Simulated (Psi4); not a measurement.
# CHSe (SMILES [CH]=[Se]), run twice

Aim: energy and gradient of CHSe at UHF/def2-SVP.

Program for the calculation: Psi4 1.11.

15 further runs of the same task are left out: 13 that didn't finish, 2 set aside as unsound or not needed.

## 1. The structure to begin with

The species is CHSe (3 atoms), meant as a doublet with charge 0. As SMILES, `[CH]=[Se]`. The shape comes from GFN2-xTB, which is rough for such elements, and wasn't checked as a minimum.

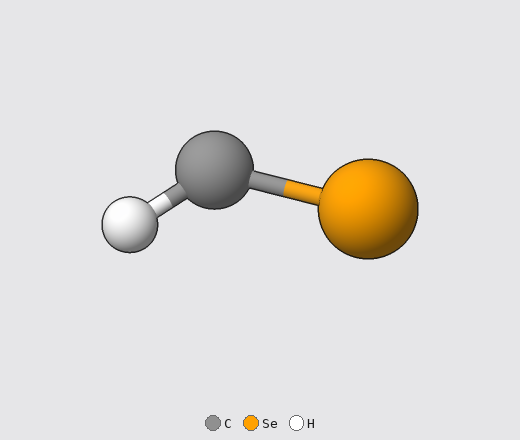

The structure, seen from a chosen angle (carbon grey, selenium orange, hydrogen white).

## 2. First attempt

File chse.dat:

```
memory 1600 mb

molecule {
  0 2
  C
  Se 1 r2
  H 1 r3 2 a3

  r2 = 1.695243
  r3 = 1.077247
  a3 = 129.01108
  units angstrom
  symmetry c1
  no_reorient
  no_com
}

set globals {
  basis def2-SVP
  reference uhf
  puream true
  e_convergence 1e-09
  d_convergence 1e-06
  scf_type pk
  maxiter 100
  mom_start 5
}

gradient('hf')
```

Launch:

```console
$ psi4 -i chse.dat -o chse.out -n 1
```

chse.out:

```text
Psi4 1.11 release

gradient() will perform analytic gradient computation.

   => Loading Basis Set <=

    Name: DEF2-SVP
    Role: ORBITAL
    Keyword: BASIS

         ---------------------------------------------------------
                                   SCF
                              UHF Reference
                        1 Threads,   1525 MiB Core
         ---------------------------------------------------------

  ==> Geometry <==

    Molecular point group: c1
    Full point group: Cs

    Geometry (in Angstrom), charge = 0, multiplicity = 2:

       Center              X                  Y                   Z               Mass
    ------------   -----------------  -----------------  -----------------  -----------------
         C            0.009078320034     1.450583482763     0.000000000000    12.000000000000
         SE           0.009078320034    -0.244659517237     0.000000000000    79.916521800000
         H           -0.827968719392     2.128678868971     0.000000000000     1.007825032230

  Running in c1 symmetry.

  Rotational constants: A =     27.92758  B =      0.48587  C =      0.47756 [cm^-1]
  Rotational constants: A = 837247.74630  B =  14566.10106  C =  14317.01929 [MHz]
  Nuclear repulsion =   73.776119784973162

  Charge       = 0
  Multiplicity = 2
  Electrons    = 41
  Nalpha       = 21
  Nbeta        = 20
[... 69 lines left out ...]
   @UHF iter   1: -2437.39009857125575   -2.85794e+00   3.04392e-02 ADIIS/DIIS
[... 2 lines left out ...]
   @UHF iter   4: -2437.86982099029547   -1.07824e-02   5.89075e-04 ADIIS/DIIS
[... 2 lines left out ...]
   @UHF iter   7: -2437.87203545546572   -4.77223e-04   1.69519e-04 ADIIS/DIIS/MOM
[... 3 lines left out ...]
   @UHF iter  91: -2437.86700654007154    8.71018e-04   2.86711e-04 ADIIS/DIIS/MOM
[... 2 lines left out ...]
   @UHF iter  94: -2437.86517881053123    8.14137e-04   4.30164e-04 ADIIS/DIIS/MOM
[... 2 lines left out ...]
   @UHF iter  97: -2437.87313604737346   -3.41446e-03   1.14007e-03 ADIIS/DIIS/MOM
[... 2 lines left out ...]
   @UHF iter 100: -2437.86965392953061    1.52808e-03   1.59046e-04 ADIIS/DIIS/MOM
[... 1 line left out ...]
PsiException: Could not converge SCF iterations in 100 iterations.

  Failed to converge.

psi4.driver.p4util.exceptions.SCFConvergenceError: Could not converge SCF iterations in 100 iterations.

Printing out the relevant lines from the Psithon --> Python processed input file:
    core.set_global_option("E_CONVERGENCE", 1e-09)
    core.set_global_option("D_CONVERGENCE", 1e-06)
    core.set_global_option("SCF_TYPE", "pk")
    core.set_global_option("MAXITER", 100)
    core.set_global_option("MOM_START", 5)
--> gradient('hf')

!-------------------------------------------------------!
!                                                       !
!  Could not converge SCF iterations in 100 iterations. !
!                                                       !
!-------------------------------------------------------!

    Psi4 run time: 0:00:02.38
```

It took 3.9 s on 1 thread of Intel Xeon 6975P-C (Granite Rapids), shared host; peak memory 0.25 GiB.

## 3. Reading the log

The run stopped without converging.

The telling line is `Could not converge SCF iterations in 100 iterations.`. In place of `mom_start 5` the sound input has `soscf true`, `soscf_start_convergence 0.001`. These settings are changed for another try; the log doesn't prove which change is needed.

## 4. The mended input

chse.dat: that of step 2 with these lines changed.

```diff
@@ -25,3 +25,4 @@
   maxiter 100
-  mom_start 5
+  soscf true
+  soscf_start_convergence 0.001
 }
```

Launch:

```console
$ psi4 -i chse.dat -o chse.out -n 1
```

chse.out:

```text
[...]
  Running in c1 symmetry.
[...]
  Nuclear repulsion =   73.776119784973162
[...]
  Multiplicity = 2
[...]
  Nalpha       = 21
  Nbeta        = 20
[...]
    Number of basis functions: 51
[...]
   @UHF iter   1: -2437.39009857125575   -2.85794e+00   3.04392e-02 ADIIS/DIIS
[...]
   @UHF iter  26: -2437.87987084442329   -1.88720e-10   5.65012e-08 SOSCF, nmicro=conv
[...]
   @S^2 Observed:                1.191503793E+00
[...]
    Orbital Energies [Eh]
    ---------------------
    Alpha Occupied:
       1A   -460.801283     2A    -60.630841     3A    -54.247248
       4A    -54.246091     5A    -54.244891     6A    -11.317136
       7A     -8.912407     8A     -6.650221     9A     -6.644020
      10A     -6.643012    11A     -2.640257    12A     -2.638967
      13A     -2.632466    14A     -2.631267    15A     -2.629852
      16A     -1.041519    17A     -0.779536    18A     -0.573518
      19A     -0.495099    20A     -0.443167    21A     -0.320385
    Alpha Virtual:
      22A      0.032832    23A      0.196458    24A      0.271743
      25A      0.401549    26A      0.554878    27A      0.616554
[...]
  @UHF Final Energy: -2437.87987084442329
   => Energetics <=
    Nuclear Repulsion Energy =             73.7761197849731616
    One-Electron Energy =               -3541.5880056055320892
    Two-Electron Energy =                1029.9320149761360881
    Total Energy =                      -2437.8798708444228396
  UHF NO Occupations:
  HONO-2 :   19  A 1.9947616
  HONO-1 :   20  A 1.7620540
[...]
 Multipole Moments:
 ------------------------------------------------------------------------------------
     Multipole            Electronic (a.u.)      Nuclear  (a.u.)        Total (a.u.)
 ------------------------------------------------------------------------------------
 L = 1.  Multiply by 2.5417464519 to convert [e a0] to [Debye]
 Dipole X            :          0.5693400           -0.8784126           -0.3090725
 Dipole Y            :         -4.5199575            4.7503107            0.2303532
 Dipole Z            :         -0.0000000            0.0000000           -0.0000000
 Magnitude           :                                                    0.3854717
[...]
  -Total Gradient:
     Atom            X                  Y                   Z
    ------   -----------------  -----------------  -----------------
       1        0.003986937096    -0.025007392657    -0.000000000247
       2       -0.004465118672     0.034437870052     0.000000000081
       3        0.000478181575    -0.009430477386     0.000000000166
[...]
```

It took 4.8 s on 1 thread of Intel Xeon 6975P-C (Granite Rapids), shared host; peak memory 0.25 GiB.

## 5. What came out

At UHF/def2-SVP:

| quantity | value |
| --- | --- |
| total energy | -2437.87987 Eh |
| dipole moment | 0.98 D |
| HOMO energy (highest over α and β) | -8.72 eV |
| LUMO energy (lowest over α and β) | 0.89 eV |
| ⟨S²⟩ | 1.192 |
| largest force on an atom | 1.786 eV/Å |

What this shows: ⟨S²⟩ is 1.19 where a pure doublet has 0.75: the reference is spin-contaminated. The largest force is 1.79 eV/Å: the shape isn't a stationary point for this species at this level.
